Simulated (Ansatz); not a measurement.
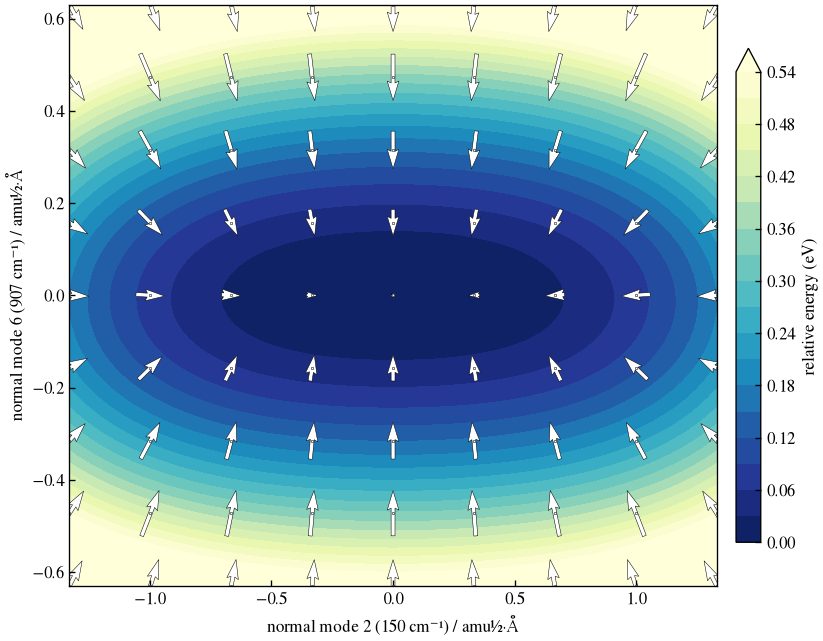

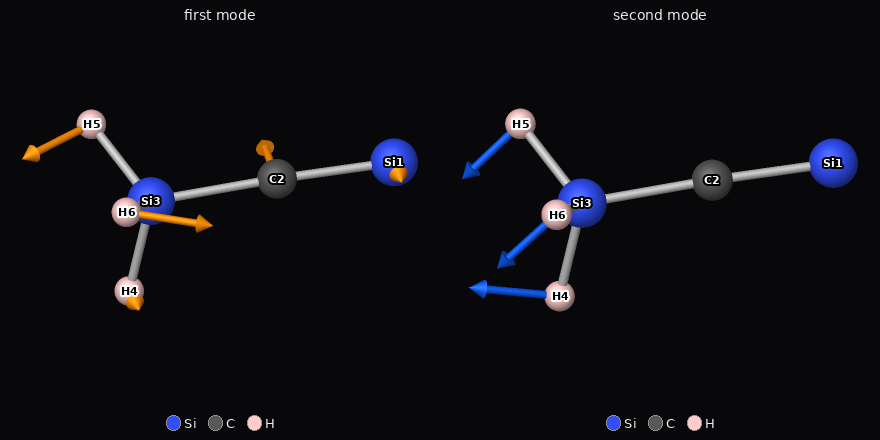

Energy landscape of CH3Si2, SMILES [Si]#C[SiH3], spin multiplicity 2. The first coordinate is: normal mode 2 (150 cm⁻¹); the second: normal mode 6 (907 cm⁻¹). Nothing is relaxed (straight displacements along the two mass-weighted modes). Grid: 9 × 9 points. Points are written as (first, second). Energies: eV, counted from the lowest grid point. Level of theory: Ansatz, UKS PBE0-D4/def2-TZVP.

In the figure: filled contours, dots at the grid points, arrows along the force (downhill), their lengths compressed, one colour for all values above the top of the scale. Between grid points the surface is interpolated. The second picture is the structure at the lowest point

### What does the map say about the system?

The lowest grid point is at (0.000 amu½·Å, 0.000 amu½·Å). It is the only kind of minimum in the scanned range. The highest grid point, (1.331 amu½·Å, 0.630 amu½·Å), lies 0.91 eV above the lowest.

The values on the grid:

| normal mode 6 (907 cm⁻¹) ↓, normal mode 2 (150 cm⁻¹) → | −1.331 | −0.998 | −0.665 | −0.333 | 0.000 | 0.333 | 0.665 | 0.998 | 1.331 |
| --- | --- | --- | --- | --- | --- | --- | --- | --- | --- |
| 0.630 | 0.91 | 0.77 | 0.68 | 0.64 | 0.62 | 0.64 | 0.68 | 0.77 | 0.91 |
| 0.473 | 0.60 | 0.47 | 0.40 | 0.36 | 0.35 | 0.36 | 0.40 | 0.47 | 0.60 |
| 0.315 | 0.37 | 0.26 | 0.19 | 0.16 | 0.15 | 0.16 | 0.19 | 0.26 | 0.37 |
| 0.158 | 0.23 | 0.12 | 0.07 | 0.04 | 0.04 | 0.04 | 0.07 | 0.12 | 0.23 |
| 0.000 | 0.18 | 0.08 | 0.03 | 0.01 | 0.00 | 0.01 | 0.03 | 0.08 | 0.18 |
| −0.158 | 0.21 | 0.11 | 0.06 | 0.04 | 0.04 | 0.04 | 0.06 | 0.11 | 0.21 |
| −0.315 | 0.34 | 0.23 | 0.18 | 0.15 | 0.15 | 0.15 | 0.18 | 0.23 | 0.33 |
| −0.473 | 0.54 | 0.43 | 0.37 | 0.34 | 0.33 | 0.34 | 0.37 | 0.43 | 0.54 |
| −0.630 | 0.83 | 0.71 | 0.64 | 0.60 | 0.59 | 0.60 | 0.64 | 0.71 | 0.82 |

The input of one point:

```yaml
crystal:
  periodic: [false, false, false]
  atoms:
    - { symbol: Si, position_ang: [0.763441, -2.55793, 1.094798] }
    - { symbol: C, position_ang: [0.349917, -1.037368, 0.472186] }
    - { symbol: Si, position_ang: [-0.153315, 0.569981, -0.232143] }
    - { symbol: H, position_ang: [-1.379603, 0.313537, -1.03948] }
    - { symbol: H, position_ang: [0.893785, 1.144307, -1.119459] }
    - { symbol: H, position_ang: [-0.474235, 1.567474, 0.824088] }
magnetization:
  spin_polarized: true
  initial_magnetization: 1
basis:
  gaussian: { orbitals: def2-TZVP }
hamiltonian:
  xc: pbe0
  dispersion: d4
output:
  forces: true
```

Each point was launched as `ansatz run input.yaml --threads 1 --pin off --max-ram 2560MiB --backend cpu --events-out ev --progress --plain --runs-dir out`. Time for the 81 points that were run: 31 min on 1 thread of Arm Neoverse V2 (shared host).
